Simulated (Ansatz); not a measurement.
```sh
ansatz run in.yaml --threads 2 --pin off --events-out ev --progress --plain --max-ram 22528MiB --backend cuda --devices 0, --max-vram 18GiB
```

```yaml
crystal:
  periodic: [false, false, false]
  atoms:
    - {symbol: F, position_ang: [-2.281195, 1.520040, 0.463585]}
    - {symbol: Si, position_ang: [-0.754733, 1.012033, 0.391991]}
    - {symbol: Si, position_ang: [-0.414095, -0.545897, 2.112868]}
    - {symbol: C, position_ang: [-0.433144, 0.294314, -1.292343]}
    - {symbol: Si, position_ang: [1.272593, -0.457835, -1.502051]}
    - {symbol: H, position_ang: [0.106641, 2.208581, 0.593832]}
    - {symbol: H, position_ang: [1.040881, -0.835881, 2.233718]}
    - {symbol: H, position_ang: [-1.128496, -1.817841, 1.818233]}
    - {symbol: H, position_ang: [-0.903222, -0.003637, 3.408293]}
    - {symbol: H, position_ang: [-1.176358, -0.484108, -1.496432]}
    - {symbol: H, position_ang: [-0.568283, 1.082784, -2.041005]}
    - {symbol: H, position_ang: [1.393566, -1.675885, -0.657644]}
    - {symbol: H, position_ang: [2.323450, 0.508299, -1.084317]}
    - {symbol: H, position_ang: [1.509393, -0.834267, -2.920027]}
basis:
  gaussian: {orbitals: def2-TZVPP}
hamiltonian: {xc: pbe0, dispersion: d4}
output: {orbitals: {seedname: orbitals}}
```

What structure does this define?

It has 14 atoms: 1 carbon, 9 hydrogen, 1 fluorine and 3 silicon (CH9FSi3). SMILES: `F[Si@@H]([SiH3])C[SiH3]`. It has no ring. Among its groups: Si–H bond. The point group is C1. Coordination: 3 Si tetrahedral; 1 C tetrahedral.

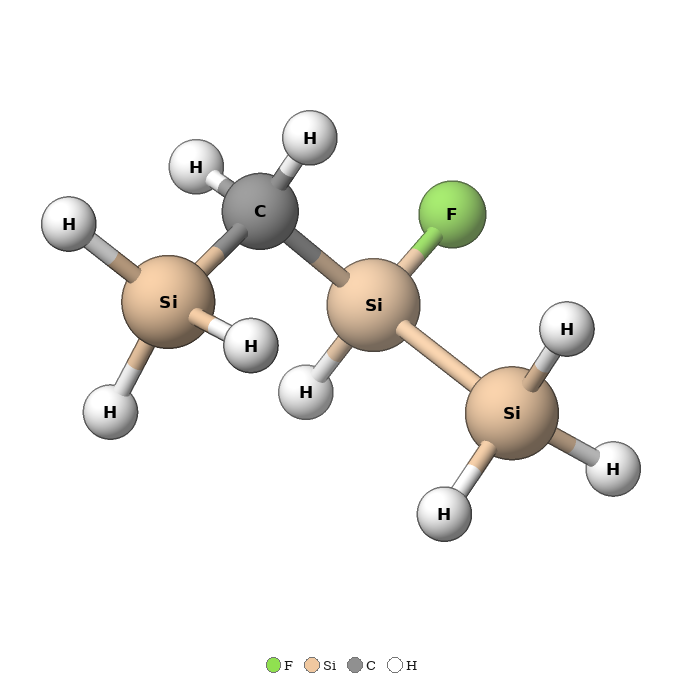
